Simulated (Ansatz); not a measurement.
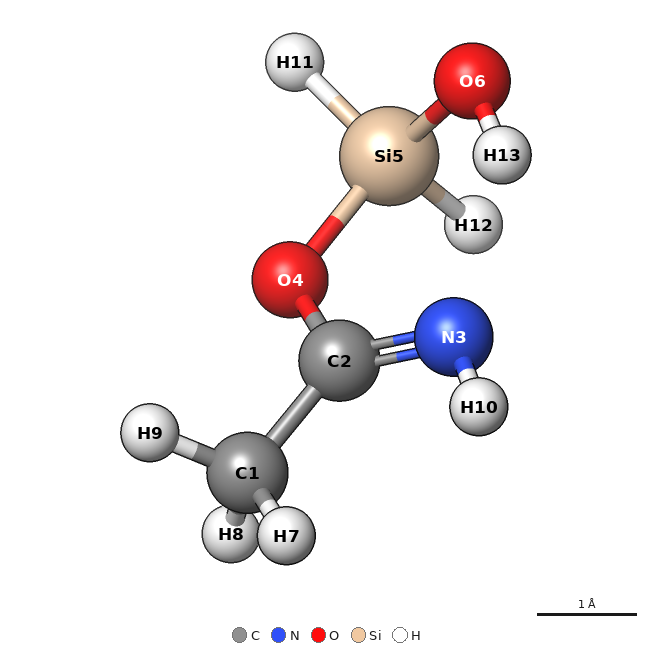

Atoms carry their numbers in the input. Computed geometry: PBE-D4/def2-SVP optimisation. No frequency run is at hand to confirm it as a minimum.

Give these bond angles: C2–C1–H7, C2–C1–H8, C2–C1–H9, C1–C2–N3, C1–C2–O4, N3–C2–O4, C2–N3–H10, C2–O4–Si5, O4–Si5–O6, O4–Si5–H11, O4–Si5–H12, O6–Si5–H11, O6–Si5–H12, Si5–O6–H13.

```json
{"angle": "C2–C1–H7", "degrees": "111.9"}
{"angle": "C2–C1–H8", "degrees": "109.7"}
{"angle": "C2–C1–H9", "degrees": "109.5"}
{"angle": "C1–C2–N3", "degrees": "127.5"}
{"angle": "C1–C2–O4", "degrees": "112.4"}
{"angle": "N3–C2–O4", "degrees": "120.1"}
{"angle": "C2–N3–H10", "degrees": "111.6"}
{"angle": "C2–O4–Si5", "degrees": "119.5"}
{"angle": "O4–Si5–O6", "degrees": "110.1"}
{"angle": "O4–Si5–H11", "degrees": "104.7"}
{"angle": "O4–Si5–H12", "degrees": "104.8"}
{"angle": "O6–Si5–H11", "degrees": "110.3"}
{"angle": "O6–Si5–H12", "degrees": "114.8"}
{"angle": "Si5–O6–H13", "degrees": "103.7"}
```
